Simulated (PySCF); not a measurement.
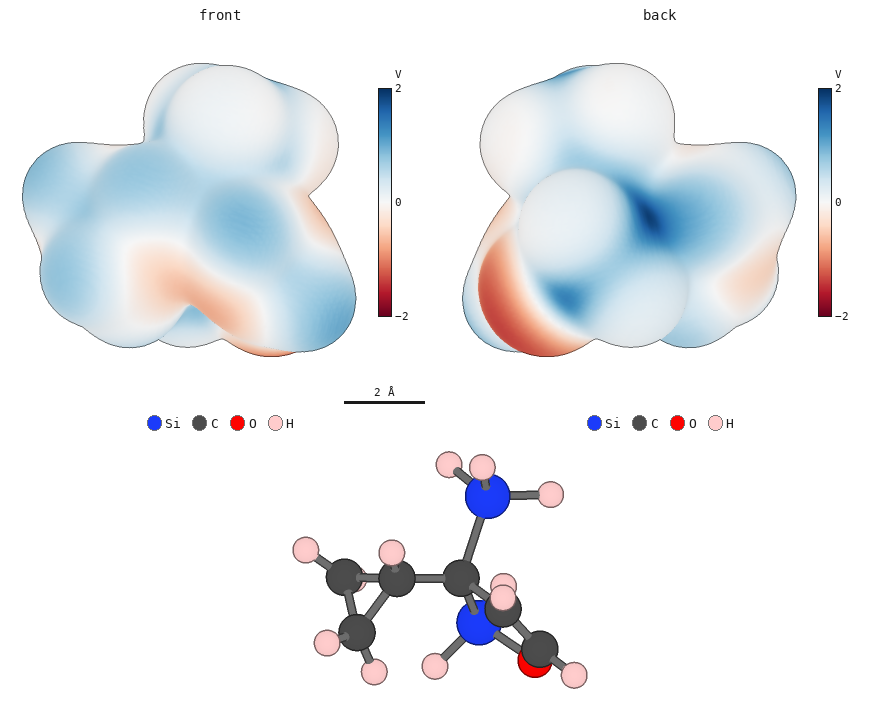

Figure. C₆H₁₂OSi₂. The electrostatic potential painted on the density surface at 0.002 e/bohr³, seen from the front and from behind; the colour scale runs from red (negative) to blue (positive). The bare structure is drawn below in the same view.

Geometry: GFN2-xTB.

Level of theory: PBE0/pcSseg-1, SCF density, gas phase, non-relativistic in PySCF.

Input file:

```
{"job": {"kind": "nmr", "xc": "PBE0", "basis": "pcSseg-1"}, "charge": 0, "multiplicity": 1}
Si     0.141128     1.840970    -1.179257
C      0.257132     0.311461    -0.025336
C     -0.966741     0.285760     0.862685
C     -2.204676    -0.448168     0.454026
C     -1.384536    -0.947359     1.605982
C      1.513461     0.477589     0.782686
C      2.493922    -0.362833     0.496677
O      2.263076    -1.314534    -0.460104
Si     0.713123    -1.271085    -1.017161
H      1.348345     1.939899    -1.998625
H      0.020193     3.047454    -0.354892
H     -1.051437     1.708569    -2.018625
H     -1.123700     1.220912     1.393543
H     -3.166819    -0.003953     0.661413
H     -2.173992    -1.009736    -0.467944
H     -0.807408    -1.849217     1.471825
H     -1.781267    -0.834915     2.604482
H      1.595604     1.245934     1.532188
H      3.480872    -0.400948     0.928141
H      0.755278    -1.087115    -2.464087
H      0.069522    -2.531742    -0.653386
```

Launched as:

```sh
OMP_NUM_THREADS=1 python probes_run.py task.json out
```

Where is the surface potential most negative and most positive?

The most negative region (about −1.3 V) lies over O8, the most positive (about +1.7 V) over Si9. O8 is the likeliest acceptor of a hydrogen bond.

How polar is the molecule by this calculation?

Its dipole moment is 1.32 D.
